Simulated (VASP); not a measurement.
Band structure of LaSi3Os (space group I4mm). Calculation: LDA (Ceperley-Alder, Perdew-Zunger), VASP's LDA PAW potentials (set 64) (plane waves; VASP).

Unless said otherwise, spin-orbit coupling is left out, though it shifts the bands of the heavy elements here.

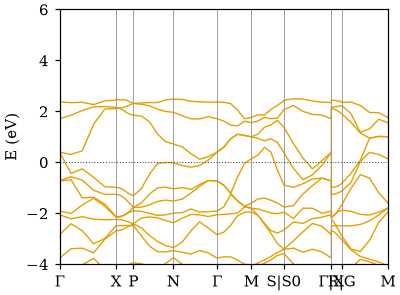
Bands along high-symmetry lines, zero at the valence-band maximum or, without a gap, the Fermi level

Task: Read the plot: is there a gap, and where are the band edges?

Result: It has no gap at this level: it comes out as a metal or semimetal.

The structure comes from a computed database's LaSi3Os entry; how it stands against other phases isn't given here. The cell was not relaxed at this level. The electron count is odd and the run is not spin-polarised, which forces a metal.
